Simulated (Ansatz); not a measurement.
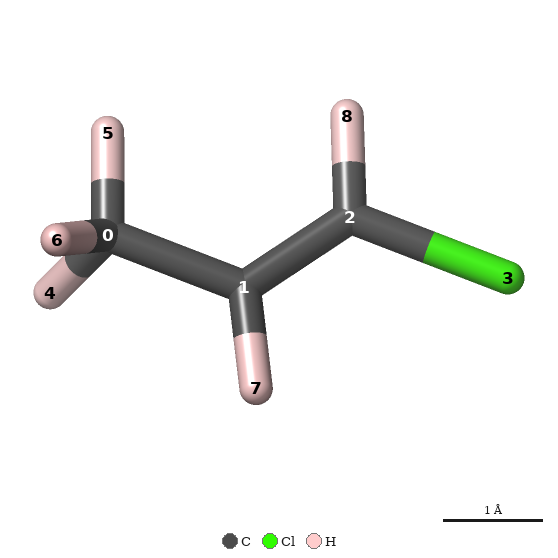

The structure as it stands in the input. Atoms are numbered from 0, in the order of the input.

Ansatz 0.2.0 input:

```yaml
crystal:
  periodic: [false, false, false]
  atoms:
    - {symbol: C, position_ang: [0.052195, 1.190327, 0.041919]}
    - {symbol: C, position_ang: [-0.265485, -0.228792, 0.362745]}
    - {symbol: C, position_ang: [0.180331, -1.252027, -0.346975]}
    - {symbol: Cl, position_ang: [-0.187022, -2.894204, 0.023955]}
    - {symbol: H, position_ang: [-0.862172, 1.762360, -0.142643]}
    - {symbol: H, position_ang: [0.689070, 1.271278, -0.840666]}
    - {symbol: H, position_ang: [0.564929, 1.673824, 0.879001]}
    - {symbol: H, position_ang: [-0.896101, -0.424811, 1.225360]}
    - {symbol: H, position_ang: [0.812757, -1.144156, -1.219896]}
basis:
  gaussian: {orbitals: "6-31G*"}
hamiltonian: {xc: {name: r2SCAN}}
md: {timestep: 0.5 fs, n_steps: 20, ensemble: nvt_nose_hoover, temperature: 1500, initial_velocities: maxwell_boltzmann, seed: 664}
```

Command:

```sh
ansatz run in.yaml --threads 4 --pin off --events-out ev --progress --plain --max-ram 10444MiB
```

Output (its end):

```
mean field -15710.66912797 eV, -577.3564413790 hartree, gradient 1.2e-5 eV, S^2 0.000000; 1 other end points of the search recorded, 0 dependent functions left out
the calculation of the forces begins
reference -15710.66913467 eV, -577.3564416253 hartree; 20, 20 occupied and 54, 54 virtual orbitals, 944 factors
md step    20: t =    10.00 fs  T =   874.4 K  F+E_penalty+E_count = -15710.66912797 eV  E_kin = 0.791207 eV  conserved = -15709.88014348 eV  (47 SCF iters)
Total energy: -15710.66913467 eV, -577.3564416253 hartree
Atom 0 at    -0.038277     1.217077     0.092770 Å, force     4.229159    -1.385158    -2.188545 eV/Å
Atom 1 at    -0.180455    -0.261747     0.317194 Å, force    -1.623663    -0.129381    -1.366412 eV/Å
Atom 2 at     0.240201    -1.297101    -0.449309 Å, force     0.215880     1.310902     0.967052 eV/Å
Atom 3 at    -0.209505    -2.872988     0.054477 Å, force    -0.098387    -1.076900    -0.008177 eV/Å
Atom 4 at    -0.831512     1.898949     0.028872 Å, force    -1.942634     0.383974    -0.428635 eV/Å
Atom 5 at     0.740801     1.412910    -0.782657 Å, force    -1.751831    -0.267922     1.409032 eV/Å
Atom 6 at     0.508300     1.539204     0.937012 Å, force     0.870209     0.811459     1.416312 eV/Å
Atom 7 at    -0.933003    -0.537103     1.060990 Å, force     0.270307     0.013751     0.248498 eV/Å
Atom 8 at     0.966030    -1.310589    -1.260240 Å, force    -0.169039     0.339275    -0.049125 eV/Å
Dipole moment:     0.068735     0.409048    -0.022929 e Å
```

The run converged.
